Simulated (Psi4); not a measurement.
# triplet WO3 at 3 levels

Aim: a comparison of 3 runs (UHF/def2-SVPD, UHSE06/def2-SVPD, UMP2/def2-SVPD) of triplet WO3. 

Program for the calculation: Psi4 1.11.

**1. Starting point**

WO3: 4 atoms, total charge 0, spin state triplet. As SMILES of the parent species, `[O]=[W](=[O])=[O]`. Geometry: relaxed at PBE0-D4/def2-TZVP. That shape belongs to the parent species and isn't relaxed for this state.

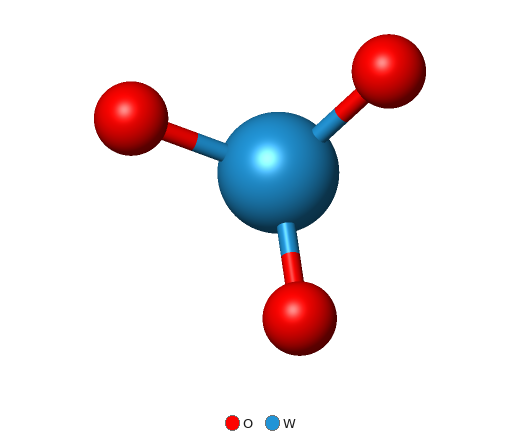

Viewed from a chosen angle; oxygen red, tungsten blue.

**2. Energy and forces at UHF/def2-SVPD (core potential) (run 1)**

o3w.xyz reads:

```xyz
4
O3W
O     -0.237500     0.265200     1.555000
W     -0.366400    -0.283700    -0.065200
O      1.071700    -1.143300    -0.433900
O     -0.412200     1.101500    -1.076300
```

run.py reads:

```python
import psi4

psi4.set_memory('1600 MB')
psi4.set_num_threads(1)
psi4.core.set_output_file('run.log', False)

with open('o3w.xyz') as f:
    atoms = ''.join(f.readlines()[2:])
mol = psi4.geometry('0 3\n' + atoms + 'symmetry c1\nno_reorient\nno_com')

psi4.set_options({
    'basis': 'def2-SVPD',
    'reference': 'uhf',
    'puream': True,
    'e_convergence': 1e-09,
    'd_convergence': 1e-08,
    'scf_type': 'pk',
    'maxiter': 100,
})

energy_value = psi4.gradient("scf")
print('gradient / Eh bohr^-1')
print(energy_value.np.round(6))
for k, v in sorted(psi4.core.scalar_variables().items()):
    print(f'{k:45s} {v:18.10f}')
```

On the command line:

```console
python run.py
```

run.log:

```text
[...]
  Running in c1 symmetry.
[...]
  Nuclear repulsion =  140.368928856597250
[...]
  Multiplicity = 3
[...]
  Nalpha       = 20
  Nbeta        = 18
[...]
    Number of basis functions: 104
[...]
   @UHF iter   1:  -290.17034640454551   -1.06823e+00   9.74614e-03 ADIIS/DIIS
[...]
   @UHF iter  43:  -290.76444139012852   -1.01750e-11   7.09533e-09 DIIS
[...]
   @S^2 Observed:                2.240115086E+00
[...]
    Orbital Energies [Eh]
    ---------------------
    Alpha Occupied:
       1A    -20.673246     2A    -20.673198     3A    -20.568957
       4A     -3.578135     5A     -2.082458     6A     -2.080801
       7A     -2.068315     8A     -1.366600     9A     -1.343854
      10A     -1.210577    11A     -0.740709    12A     -0.681414
      13A     -0.662761    14A     -0.651998    15A     -0.649940
      16A     -0.636569    17A     -0.534054    18A     -0.505386
      19A     -0.494259    20A     -0.378988
    Alpha Virtual:
      21A      0.036144    22A      0.039965    23A      0.059011
      24A      0.082912    25A      0.092547    26A      0.099431
[...]
  @UHF Final Energy:  -290.76444139012852
   => Energetics <=
    Nuclear Repulsion Energy =            140.3689288565972504
    One-Electron Energy =                -700.8940944518867582
    Two-Electron Energy =                 269.7607242051610115
    Total Energy =                       -290.7644413901285247
  UHF NO Occupations:
  HONO-2 :   18  A 1.8826555
  HONO-1 :   19  A 1.0000000
[...]
 Multipole Moments:
 ------------------------------------------------------------------------------------
     Multipole            Electronic (a.u.)      Nuclear  (a.u.)        Total (a.u.)
 ------------------------------------------------------------------------------------
 L = 1.  Multiply by 2.5417464519 to convert [e a0] to [Debye]
 Dipole X            :          1.8786719           -3.3138237           -1.4351519
 Dipole Y            :          4.0596247           -4.1282957           -0.0686710
 Dipole Z            :          1.1207208           -1.0476642            0.0730566
 Magnitude           :                                                    1.4386500
[...]
  -Total Gradient:
     Atom            X                  Y                   Z
    ------   -----------------  -----------------  -----------------
       1        0.003602167800    -0.030836555696    -0.075075618105
       2       -0.046844080864     0.105183320338     0.036486806471
       3        0.031826393558    -0.006063722728    -0.004040852559
       4        0.011415519507    -0.068283041914     0.042629664193
[...]
```

On the terminal:

```text
gradient / Eh bohr^-1
[[ 0.003602 -0.030837 -0.075076]
 [-0.046844  0.105183  0.036487]
 [ 0.031826 -0.006064 -0.004041]
 [ 0.011416 -0.068283  0.04263 ]]
CURRENT ENERGY                                   -290.7644413901
CURRENT REFERENCE ENERGY                         -290.7644413901
DD SOLVATION ENERGY                                 0.0000000000
HF KINETIC ENERGY                                 246.7354251344
HF POTENTIAL ENERGY                              -537.4998665246
HF TOTAL ENERGY                                  -290.7644413901
HF VIRIAL RATIO                                     2.1784462699
NUCLEAR REPULSION ENERGY                          140.3689288566
ONE-ELECTRON ENERGY                              -700.8940944519
PCM POLARIZATION ENERGY                             0.0000000000
PE ENERGY                                           0.0000000000
SCF ITERATION ENERGY                             -290.7644413901
SCF ITERATIONS                                     43.0000000000
SCF TOTAL ENERGY                                 -290.7644413901
TWO-ELECTRON ENERGY                               269.7607242052
```

Wall time 12 s (1 thread of AMD EPYC 9B14 (Zen 4), shared host); peak memory 0.41 GiB.

**3. Energy and gradient at UHSE06/def2-SVPD (core potential) (run 2)**

o3w.py reads:

```python
import psi4

psi4.set_memory('1600 MB')
psi4.set_num_threads(1)
psi4.set_output_file('run.log', False)

m = psi4.geometry("""
0 3
O     -0.44880995     0.50115537     2.93852412
W     -0.69239565    -0.53611530    -0.12321014
O      2.02521949    -2.16052388    -0.81995217
O     -0.77894511     2.08153333    -2.03391223
units bohr
symmetry c1
no_reorient
no_com
""")

psi4.set_options({
    'basis': 'def2-SVPD',
    'reference': 'uks',
    'puream': True,
    'e_convergence': 1e-09,
    'd_convergence': 1e-08,
    'scf_type': 'pk',
    'dft_radial_points': 99,
    'dft_spherical_points': 590,
    'maxiter': 100,
})

e_tot, wfn = psi4.gradient('hse06', molecule=m, return_wfn=True)
psi4.oeprop(wfn, 'MAYER_INDICES', 'MULLIKEN_CHARGES', 'WIBERG_LOWDIN_INDICES', title='HSE06')
print('gradient / Eh bohr^-1')
print(e_tot.np.round(6))
print(f'energy = {wfn.energy():.10f} Eh')
```

On the command line:

```console
python o3w.py
```

run.log:

```text
[...]
    !!!  WARNING: ECP capability is in beta. Please check occupations closely.  !!!
[...]
  Running in c1 symmetry.
[...]
  Nuclear repulsion =  140.368928882041814
[...]
  Multiplicity = 3
[...]
  Nalpha       = 20
  Nbeta        = 18
[...]
    Number of basis functions: 104
[...]
   @UKS iter   1:  -291.62195069095321   -2.81904e-01   1.25616e-02 DIIS/ADIIS
[...]
   @UKS iter  32:  -292.36014290112058   -2.89901e-11   6.23440e-09 DIIS
[...]
   @S^2 Observed:                2.032410830E+00
[...]
  @UKS Final Energy:  -292.36014290112058
   => Energetics <=
    Nuclear Repulsion Energy =            140.3689288820418142
    One-Electron Energy =                -701.5779148841638744
    Two-Electron Energy =                 294.5726401206398464
    DFT Exchange-Correlation Energy =     -25.7237970196383721
    Empirical Dispersion Energy =           0.0000000000000000
    VV10 Nonlocal Energy =                  0.0000000000000000
    Total Energy =                       -292.3601429011205823
[...]
 Multipole Moments:
 ------------------------------------------------------------------------------------
     Multipole            Electronic (a.u.)      Nuclear  (a.u.)        Total (a.u.)
 ------------------------------------------------------------------------------------
 L = 1.  Multiply by 2.5417464519 to convert [e a0] to [Debye]
 Dipole X            :          2.3021079           -3.3138237           -1.0117158
 Dipole Y            :          3.9443294           -4.1282956           -0.1839662
 Dipole Z            :          1.0555219           -1.0476642            0.0078577
 Magnitude           :                                                    1.0283356
[...]
  -Total Gradient:
     Atom            X                  Y                   Z
    ------   -----------------  -----------------  -----------------
       1        0.001152392931    -0.022694522144    -0.064550198868
       2       -0.008622450789     0.069566820117     0.022582365414
       3       -0.000655647030     0.008853557156     0.002828629587
       4        0.008069813358    -0.055707007202     0.039155723151
[...]
  Mulliken Charges: (a.u.)
   Center  Symbol    Alpha    Beta     Spin     Total
       1     O     4.54329  3.97096  0.57233 -0.51426
       2     W     6.56986  5.76621  0.80366  1.66393
       3     O     4.34313  4.29254  0.05059 -0.63566
       4     O     4.54371  3.97030  0.57342 -0.51401
   Total alpha = 20.00000, Total beta = 18.00000, Total charge = -0.00000
  Mayer Bond Indices:
  Total Bond Index:
  Irrep: 1 Size: 4 x 4
[...]
```

On the terminal:

```text
gradient / Eh bohr^-1
[[ 0.001152 -0.022695 -0.06455 ]
 [-0.008622  0.069567  0.022582]
 [-0.000656  0.008854  0.002829]
 [ 0.00807  -0.055707  0.039156]]
energy = -292.3601429011 Eh
```

Wall time 92 s (1 thread of AMD EPYC 9B14 (Zen 4), shared host); peak memory 0.75 GiB.

**4. A single-point energy at UMP2/def2-SVPD (core potential) (run 3)**

calc.in reads:

```
memory 1.6 GB

molecule molecule1 {
  0 3
  O     -0.237500     0.265200     1.555000
  W     -0.366400    -0.283700    -0.065200
  O      1.071700    -1.143300    -0.433900
  O     -0.412200     1.101500    -1.076300
  symmetry c1
}

set {
  basis           def2-SVPD
  reference       uhf
  puream          true
  e_convergence   1e-09
  d_convergence   1e-08
  scf_type        pk
  num_frozen_docc 3
  mp2_type        conv
  maxiter         100
}

E, wfn = energy('mp2', return_wfn=True)
print_variables()
```

On the command line:

```console
psi4 -n 1 calc.in calc.out
```

calc.out:

```text
[...]
    !!!  WARNING: ECP capability is in beta. Please check occupations closely.  !!!
[...]
  Running in c1 symmetry.
[...]
  Nuclear repulsion =  140.368928856597250
[...]
  Multiplicity = 3
[...]
  Nalpha       = 20
  Nbeta        = 18
[...]
    Number of basis functions: 104
[...]
   @UHF iter   1:  -290.11799597374926   -1.19819e+00   1.03108e-02 DIIS/ADIIS
[...]
   @UHF iter  41:  -290.76444139012932   -1.08002e-11   7.07322e-09 DIIS
[...]
   @S^2 Observed:                2.240115908E+00
[...]
    Orbital Energies [Eh]
    ---------------------
    Alpha Occupied:
       1A    -20.673246     2A    -20.673199     3A    -20.568956
       4A     -3.578135     5A     -2.082458     6A     -2.080801
       7A     -2.068315     8A     -1.366600     9A     -1.343854
      10A     -1.210577    11A     -0.740709    12A     -0.681414
      13A     -0.662761    14A     -0.651998    15A     -0.649940
      16A     -0.636569    17A     -0.534053    18A     -0.505386
      19A     -0.494259    20A     -0.378988
    Alpha Virtual:
      21A      0.036145    22A      0.039965    23A      0.059011
      24A      0.082912    25A      0.092547    26A      0.099431
[...]
  @UHF Final Energy:  -290.76444139012932
   => Energetics <=
    Nuclear Repulsion Energy =            140.3689288565972504
    One-Electron Energy =                -700.8940930864317806
    Two-Electron Energy =                 269.7607228397052381
    Total Energy =                       -290.7644413901293206
  UHF NO Occupations:
  HONO-2 :   18  A 1.8826552
  HONO-1 :   19  A 1.0000000
[...]
 Multipole Moments:
 ------------------------------------------------------------------------------------
     Multipole            Electronic (a.u.)      Nuclear  (a.u.)        Total (a.u.)
 ------------------------------------------------------------------------------------
 L = 1.  Multiply by 2.5417464519 to convert [e a0] to [Debye]
 Dipole X            :        -16.8990984           15.4639477           -1.4351508
 Dipole Y            :        -10.9916349           10.9229633           -0.0686716
 Dipole Z            :         -2.3707573            2.4438161            0.0730588
 Magnitude           :                                                    1.4386490
[...]
	SCS-MP2 Total Energy (a.u.)        :  -291.60362199462963
	SOS-MP2 Total Energy (a.u.)        :  -291.57259559299735
	SCSN-MP2 Total Energy (a.u.)       :  -291.25649572852808
[...]
	SOS-PI-MP2 Total Energy (a.u.)     :  -291.63476130091027
[...]
	MP2 Total Energy (a.u.)            :  -291.66567479789421
[...]
```

It took 15 s on 1 thread of AMD EPYC 9B14 (Zen 4), shared host; peak memory 0.69 GiB.

**5. Overview of the runs**

| run | level | integration grid | properties | energy (Eh) | dipole moment (D) | HOMO energy (eV) | LUMO energy (eV) | wall time |
| --- | --- | --- | --- | --- | --- | --- | --- | --- |
| 1 | UHF/def2-SVPD (core potential) | – | – | -290.764441 | 3.66 | -10.31 | -1.35 | 12 s |
| 2 | UHSE06/def2-SVPD (core potential) | 99 radial × 590 angular | (mayer, mulliken, wiberg) | -292.360143 | 2.61 | -6.66 | – | 92 s |
| 3 | UMP2/def2-SVPD (core potential) | – | – | -291.665675 | – | -10.31 | -1.35 | 15 s |

**6. Summary of results**

```
                                                         quantity          value
                                              run 3: total energy  -291.66567 Eh
run 3: HOMO energy (Hartree–Fock orbitals) (highest over α and β)      -10.31 eV
 run 3: LUMO energy (Hartree–Fock orbitals) (lowest over α and β)       -1.35 eV
               run 3: correlation energy (3 core orbitals frozen)     -901.2 mEh
                         run 3: ⟨S²⟩ of the reference determinant          2.240
```

**Reading.** Spin contamination of the reference: run 3 ⟨S²⟩ = 2.24, run 1 ⟨S²⟩ = 2.24. All runs together took 2 min, the longest 92 s.
